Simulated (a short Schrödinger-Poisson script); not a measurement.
System: gated Al0.4Ga0.6N/GaN polarisation-induced gas, at 20 K.

```tsv
layer	material	thickness (nm)	Na (cm⁻³)
1	Al0.4Ga0.6N	25	-
2	GaN	6000	9e15
```

Constants are typed, rounded textbook-type inputs, not results; the design itself was drawn at random and stands for no fabricated device. Al0.4Ga0.6N: permittivity 9.26, conduction-band edge (eV) 0.58, gap (eV) 4.258, electron mass (mₑ) 0.248, Nv at 300 K (cm⁻³) 4.6e19. GaN: permittivity 9.5, conduction-band edge (eV) 0, gap (eV) 3.43, Nv at 300 K (cm⁻³) 4.6e19.

Channel valleys (confinement mass, in-plane density-of-states mass, number): Γ 0.2, 0.2, 1. At the gate the conduction-band edge of layer 1 lies 1.36 eV − eVg above the Fermi level of the channel; the field vanishes at the back. Sheet of polarisation charge: +2e13 e/cm² at 25 nm from the gate. The barrier under the gate holds no holes. Gaps are held at their typed values at every temperature. Mesh 0.08 nm at interfaces.

Solved with a short Schrödinger-Poisson script written for these runs: 1D Poisson equation in equilibrium, electrons quantum, Hartree (BenDaniel-Duke, 40 states a valley, the channel's in-plane mass for all, wave functions free to enter the barrier), parabolic valleys, classical holes, full ionisation, no traps, pinning or gate leakage.

Only gate voltages with over 1e8 electrons/cm² are shown.

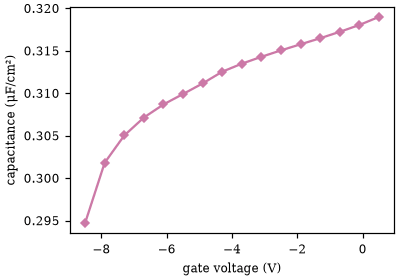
Quasi-static capacitance against gate voltage

```csv
Vg (V),electrons (cm⁻²),in the channel layer,C (μF/cm²),Γ E0 (meV),Γ E1 (meV)
0.5,1.78e13,1.61e13,0.319,-190.1,-22.7
-0.1,1.66e13,1.52e13,0.318,-179.0,-19.5
-0.7,1.54e13,1.42e13,0.317,-167.8,-16.5
-1.3,1.42e13,1.32e13,0.316,-156.4,-13.7
-1.9,1.30e13,1.22e13,0.316,-144.9,-11.0
-2.5,1.18e13,1.12e13,0.315,-133.4,-8.4
-3.1,1.07e13,1.02e13,0.314,-121.7,-5.9
-3.7,9.49e12,9.09e12,0.313,-109.9,-3.4
-4.3,8.32e12,8.01e12,0.313,-98.0,-0.7
-4.9,7.15e12,6.92e12,0.311,-85.4,3.9
-5.5,5.99e12,5.83e12,0.310,-71.7,12.5
-6.1,4.83e12,4.73e12,0.309,-57.8,21.2
-6.7,3.68e12,3.62e12,0.307,-44.0,29.4
-7.3,2.53e12,2.50e12,0.305,-30.3,37.0
-7.9,1.40e12,1.39e12,0.302,-16.7,43.6
-8.5,2.78e11,2.76e11,0.295,-3.1,48.7
```

Subbands count from the Fermi level.
